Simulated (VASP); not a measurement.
Band structure of As (relaxed from the bcc structure, space group Im-3m). These are PBEsol GGA, VASP's PBE PAW potentials (set 64) (plane waves; VASP) values and carry that method's errors.

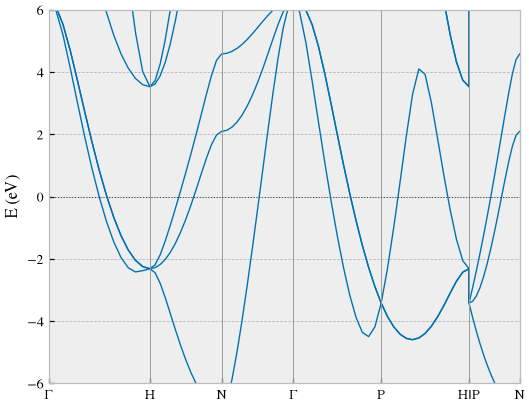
Fig. 1. Bands along high-symmetry lines, zero at the valence-band maximum or, without a gap, the Fermi level

Task: Read the plot: is there a gap, and where are the band edges?

Result: It has no gap at this level: it comes out as a metal or semimetal. (Edges off the drawn lines would not show.)

The structure was generated: As was put into the bcc type (Im-3m), which need not be its known phase. It was relaxed first, which changed the volume by -6 %.
